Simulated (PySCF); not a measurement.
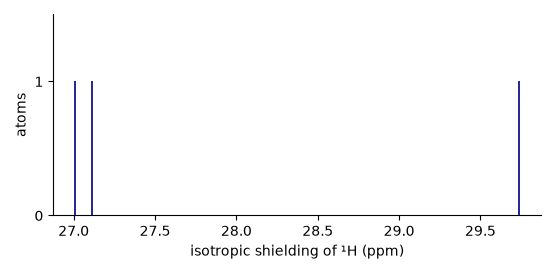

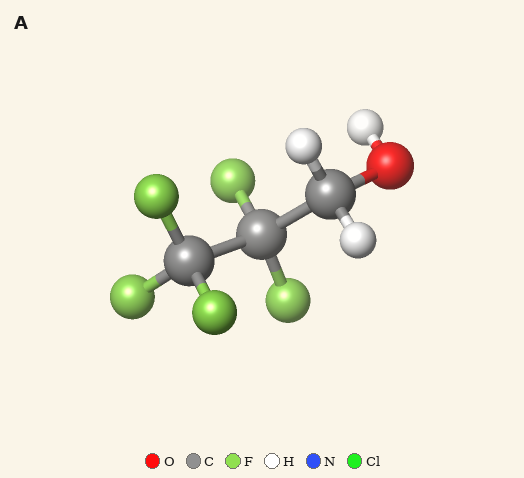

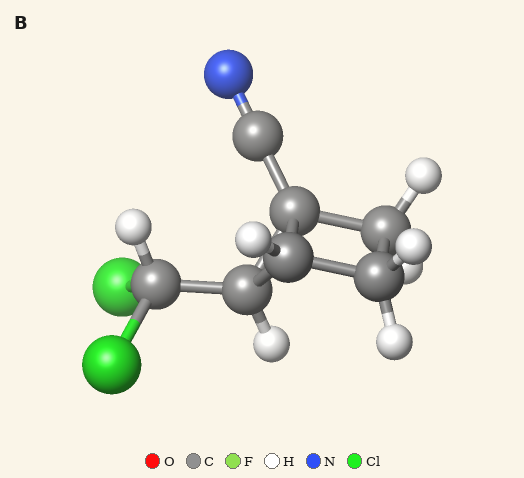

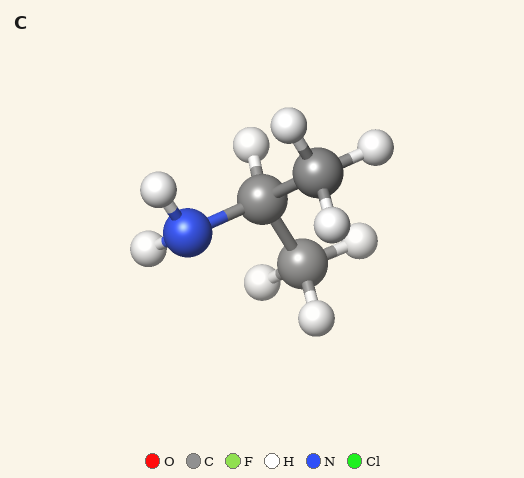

The sticks are computed shieldings of one of the molecules, for one fixed geometry (PBE0-D3(BJ)/def2-SVP) without averaging over rotations. Low shielding means a high chemical shift. Method: GIAO PBE0/pcSseg-1 NMR shielding, non-relativistic, IEF-PCM methanol (PySCF 2.14.0).

Match the spectrum to a structure.

Answer. A, `OCC(F)(F)C(F)(F)F`. Its 3 H atoms give lines at 27.01, 27.11, 29.74 ppm.
